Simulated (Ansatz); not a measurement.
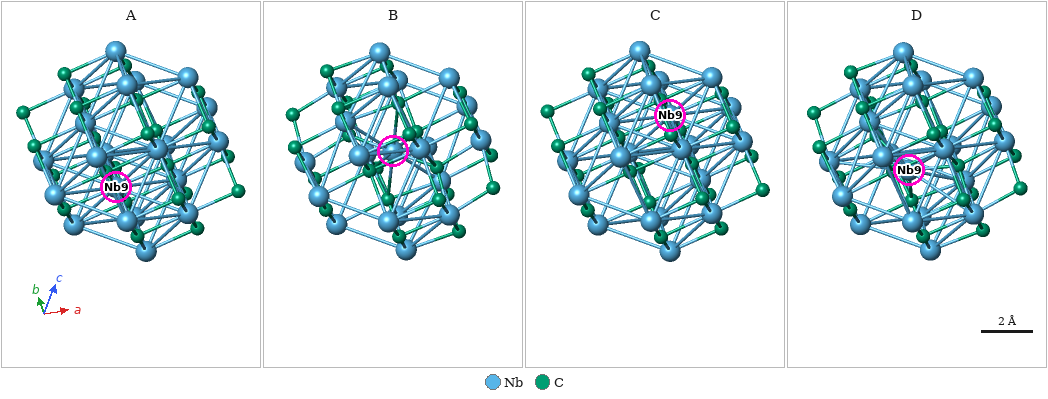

4 geometries from a converged minimum-energy path of a defect cell of composition Nb7C8 with a Nb vacancy (15 atoms in the cell), shuffled. The picture is a ball-and-stick view of the atoms within 5.2 Å of the middle of the path, seen from a free direction. The moving atom is ringed, with any periodic copies. Bonds to atoms that aren't drawn are left out.

The calculation used DFT, PAW plane waves, PBE in Ansatz 0.2.0. Settings: plane-wave cutoff 420 eV; k-point mesh 3 × 3 × 3; Fermi-Dirac smearing 0.05 eV; 3 movable images; climbing image; force threshold 0.05 eV/Å; iteration limit 40.

Q: Which frame is the top of the path?

A: B. In order along the path, whose images run from 0 to 4: A (image 0, 0.00 eV), D (image 1, +2.19 eV), B (image 2, +5.60 eV), C (image 4, 0.00 eV). It is a vacancy jump: a nearby atom moves into the empty site and leaves its own site empty. A Nb atom travels furthest, 3.17 Å from end to end, along +c, on a straight line. At the highest image its nearest neighbour (C) is 1.93 Å away, against 2.24 Å at the start, and the surrounding atoms stand up to 0.32 Å off the mean of their end positions.

Limits of the set-up: the periodic images lie only 6.3 Å apart, so the values are limited by the cell's size.

The run took 2.5 min on 4 threads of Intel(R) Xeon(R) Platinum 8488C (Sapphire Rapids), on a shared host, peak memory 1.1 GiB.
